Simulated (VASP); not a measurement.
```yaml
crystal:
  lattice:
    - [0.00000, 2.54580, 2.54580]
    - [2.54580, 0.00000, 2.54580]
    - [2.54580, 2.54580, 0.00000]
  atoms:
    - { symbol: Li, position: [0.00000, 0.00000, 0.00000] }
    - { symbol: Cl, position: [0.50000, 0.50000, 0.50000] }
```

All values below come from r2SCAN meta-GGA, VASP's PBE PAW potentials (set 64) (plane waves; VASP). Run with 520 eV cut-off, 10×10×10 Γ-centred mesh, tetrahedra with Blöchl corrections, potentials Li_sv Cl.

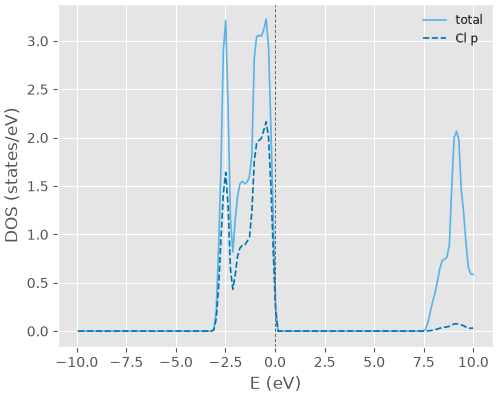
*Total and projected density of states, zero at the valence-band maximum*

Within 2 eV below the valence-band maximum the largest weight inside VASP's projection spheres is Cl p.

The gap is direct, 7.44 eV, from the valence maximum at Γ to the conduction minimum at Γ.

The compound is LiCl in the rock salt structure. It was relaxed first.
